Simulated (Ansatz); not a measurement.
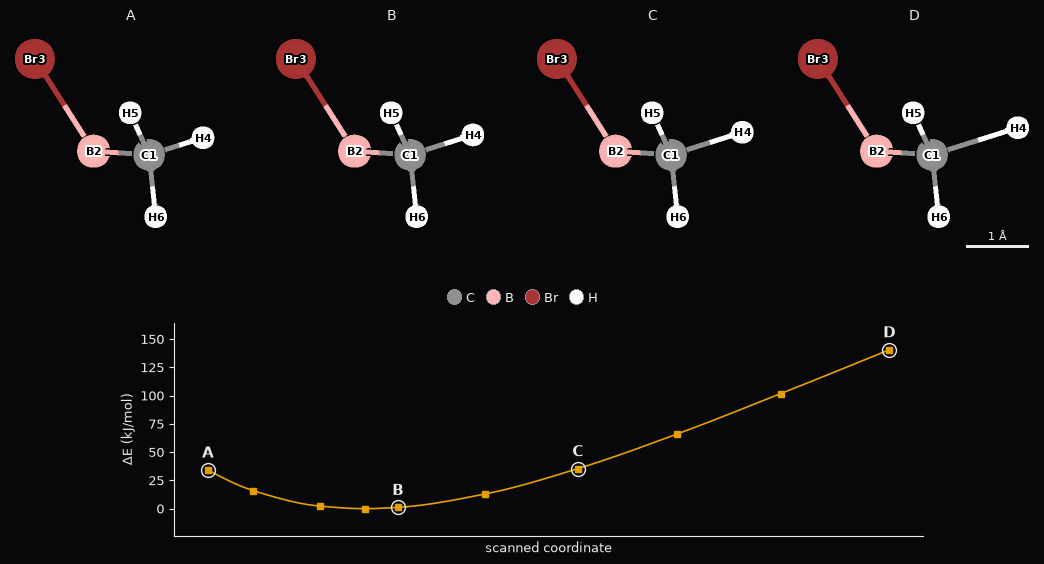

A scan of CH₃BBr (multiplicity 2) along one coordinate. The picture is a ball-and-stick view, seen from a free direction.

Computed with Ansatz: CCSD(T), basis def2-TZVPP, on geometries moved rigidly from the minimum at PBE0-D4/def2-TZVP. Coupled cluster with a frozen core. Energies are counted from the PBE0-D4/def2-TZVP minimum geometry at the same level.

Q: What is being scanned?

A: The C1–H4 distance is varied, with the rest of the molecule carried along rigidly. In the frames the distance is 0.968 Å (A), 1.127 Å (B), 1.278 Å (C), 1.539 Å (D). The lowest computed point lies at the distance 1.099 Å (0.0 kJ/mol). The curvature at the lowest point is about 32 eV/Å² (5.2 mdyn/Å). The well is steeper on the short side, as for any bond.
